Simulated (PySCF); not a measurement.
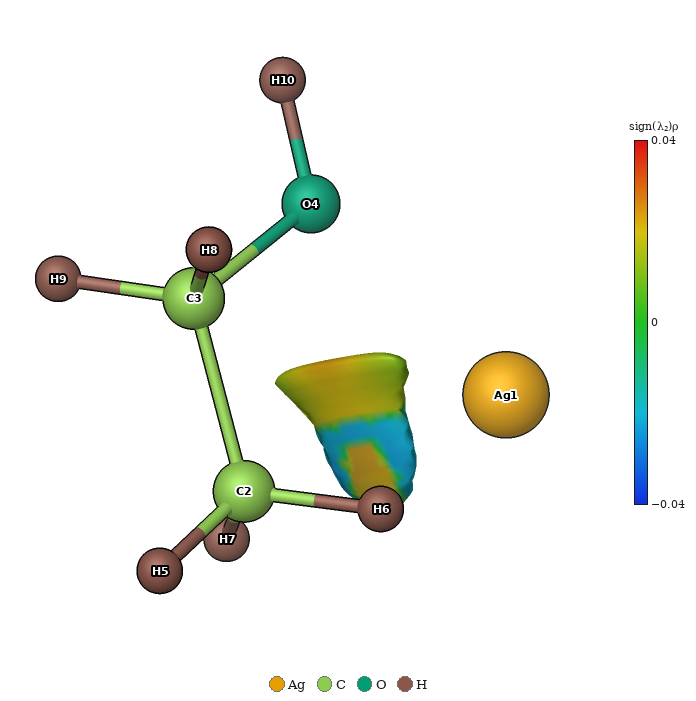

*C2H6AgO, charge +1, SMILES `[Ag+].CCO`. Non-covalent interaction surfaces between the fragments (reduced density gradient s = 0.6, coloured by sign(λ₂)ρ in a.u.; trimmed to the region between the fragments where ρ is under 0.06 a.u.). Fragment A: Ag(+1) (atom 1); fragment B: H6C2O.*

Level of theory: B3LYP/def2-SVPD (PySCF), at a geometry from GFN2-xTB. Core potentials replace the inner electrons of Ag; spin–orbit coupling isn't included. GFN2-xTB bond lengths at metals and heavier atoms can be off by up to 0.1 Å and shapes distorted, which carries into these values.

Interpret the surfaces between the fragments.

Bond critical points between the fragments: Ag1···O4, 2.31 Å, ρ = 0.049 a.u.; Ag1···C2, 2.78 Å, ρ = 0.021 a.u., a bond path close to vanishing (ellipticity 4.0). The strongest appears blue (attractive, sign(λ₂)ρ well below zero). Several contacts close a ring, whose ring point adds a part with positive λ₂ between them. The pose is a local one from a semi-empirical search, not shown to be the most stable. With a charged fragment, long-range electrostatics, which these surfaces don't show, weighs heavily in the interaction energy.

How strongly are they bound?

The counterpoise-corrected interaction energy of the frozen fragments is −35.6 kcal/mol without dispersion correction and −39.5 kcal/mol with D3(BJ). D3 uses neutral-atom coefficients and tends to overbind metal cations. The pair geometry is semi-empirical, not a minimum at this level.
